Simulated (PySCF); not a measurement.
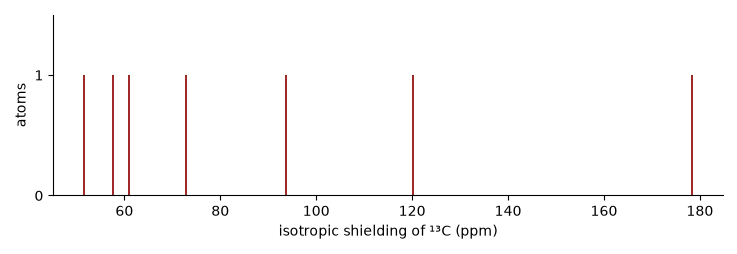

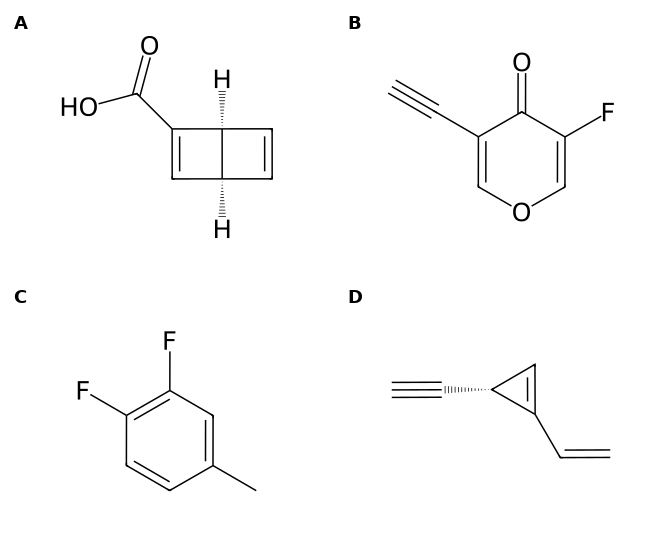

The sticks are computed shieldings of one of the molecules, for one fixed geometry (GFN2-xTB) without averaging over rotations. Low shielding means a high chemical shift. Method: GIAO PBE0/pcSseg-1 NMR shielding, non-relativistic, gas phase (PySCF 2.14.0).

**Which molecule gives this pattern?**

D, `C#C[C@@H]1C=C1C=C`. Its 7 C atoms give lines at 51.5, 57.6, 61.1, 72.8, 93.6, 120.2, 178.4 ppm.
